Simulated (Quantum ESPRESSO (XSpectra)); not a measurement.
## The core hole at the Si K edge of Si3N4 (P6₃/m)

```cif
data_N8Si6
_chemical_formula_sum 'Si6 N8'
_space_group_name_H-M_alt 'P 1'
_space_group_IT_number 1
_cell_length_a 7.60454
_cell_length_b 7.60454
_cell_length_c 2.90520
_cell_angle_alpha 90.000
_cell_angle_beta 90.000
_cell_angle_gamma 120.000
loop_
_space_group_symop_operation_xyz
  'x, y, z'
loop_
_atom_site_label
_atom_site_type_symbol
_atom_site_fract_x
_atom_site_fract_y
_atom_site_fract_z
_atom_site_occupancy
Si1 Si 0.23108 0.82495 0.75000 1
Si2 Si 0.76892 0.17505 0.25000 1
Si3 Si 0.40613 0.23108 0.25000 1
Si4 Si 0.59387 0.76892 0.75000 1
Si5 Si 0.17505 0.40613 0.75000 1
Si6 Si 0.82495 0.59387 0.25000 1
N1 N 0.33333 0.66667 0.75000 1
N2 N 0.66667 0.33333 0.25000 1
N3 N 0.96919 0.66985 0.75000 1
N4 N 0.03081 0.33015 0.25000 1
N5 N 0.29934 0.96919 0.25000 1
N6 N 0.70066 0.03081 0.75000 1
N7 N 0.33015 0.29934 0.75000 1
N8 N 0.66985 0.70066 0.25000 1
```

Geometry: Materials Project entry mp-988 (a computed structure). The cell is the entry's, not relaxed again.

Absorber: atom 1, Si on Wyckoff site h (site symmetry m..), with 2 N at 1.73 Å, 2 N at 1.74 Å.

All values are from Quantum ESPRESSO (XSpectra) (LDA, no, half or full core hole, dipole K-edge X-ray absorption, plane waves, Troullier-Martins potentials made with ld1.x, scalar-relativistic, no spin, constant broadening).

Full-hole run: 42-atom cell (absorber images 7.6 Å apart), 65 Ry, k meshes 2×2×2 (SCF) and 3×3×3 (spectrum), Lorentzian half width 0.7 eV. The ground-state test found a gap, so occupations are fixed and the excited electron is left out (charged cell on a uniform background); energies count from the highest occupied level. Field directions run: x; y; z, weighted by the site's symmetry in the crystal. Intensities are scaled to a mean of 1 over 0–35 eV.

The half-hole run shares these settings; the run without a hole takes the primitive cell with a 3×3×7 mesh.

```
core hole              mean 0–10 eV  mean 10–20 eV  mean 20–30 eV  highest value below 30 eV
---------------------  ------------  -------------  -------------  -------------------------
none (primitive cell)          0.72           1.19           1.22                        1.5
half                           1.03           1.12           1.05                        1.8
full                           1.32           1.06           0.85                        2.9
```

From no hole to a full hole the mean over the first 10 eV goes from 0.72 through 1.03 to 1.32: the hole pulls absorption towards the edge. For scale, a 84-atom cell moves the full-hole means to 1.32, 1.06, 0.84. Each run counts from its own energy zero.

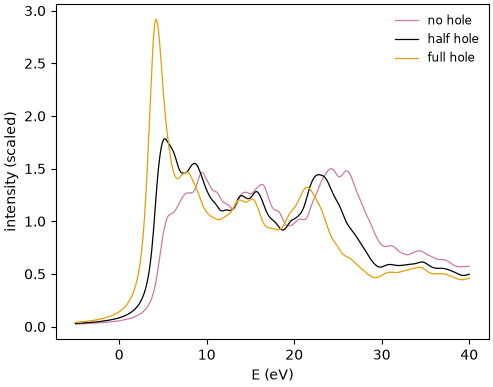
Figure. The three spectra
